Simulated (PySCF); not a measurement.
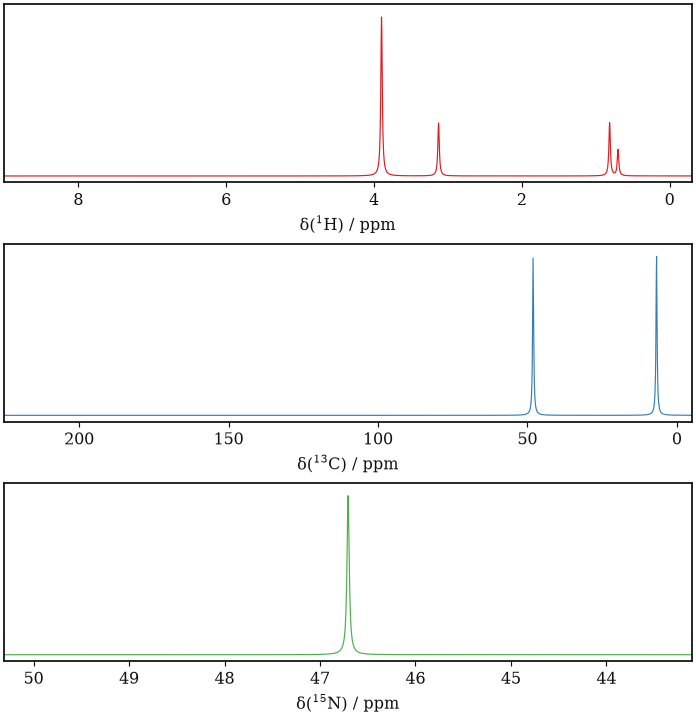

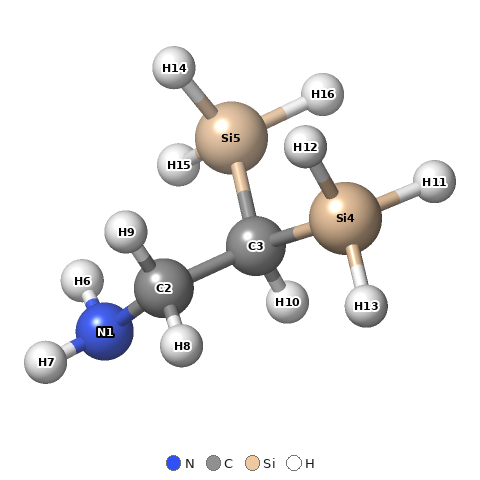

Spectrum and numbered structure of C₂H₁₁NSi₂, SMILES NCC([SiH3])[SiH3]. GIAO shifts, PBE0/pcSseg-1 with PySCF, at a GFN2-xTB geometry (no frequency check), against TMS for ¹H, TMS for ¹³C and NH₃ for ¹⁵N computed at the same level (¹⁵N: a single molecule, while the usual scales start at liquid NH₃ or nitromethane; multiply bonded nitrogen can come out tens of ppm too deshielded). Gas phase, fully decoupled, line heights follow the number of nuclei, widths are arbitrary (no quadrupolar broadening); values of one conformer, averaged over nuclei that symmetry, rotation about single bonds or inversion at nitrogen exchange, these motions taken as fast; other conformers aren't averaged in. Protons on N, O or S are those of the isolated molecule, without hydrogen bonds to neighbours or exchange.

**Assign the ¹H signals to the numbered atoms.**

| δ (ppm) | nuclei | atoms |
| --- | --- | --- |
| 3.90 | 6 | H11, H12, H13, H14, H15, H16 |
| 3.13 | 2 | H8, H9 |
| 0.81 | 2 | H6, H7 |
| 0.70 | 1 | H10 |

**Assign the ¹³C signals to the numbered atoms.**

| δ (ppm) | nuclei | atoms |
| --- | --- | --- |
| 48.1 | 1 | C2 |
| 6.8 | 1 | C3 |

**Where does the ¹⁵N line lie?**

At 46.7 ppm (N1).

Known limits of this run: the tight-binding geometry is rougher than a DFT one and adds to the error.
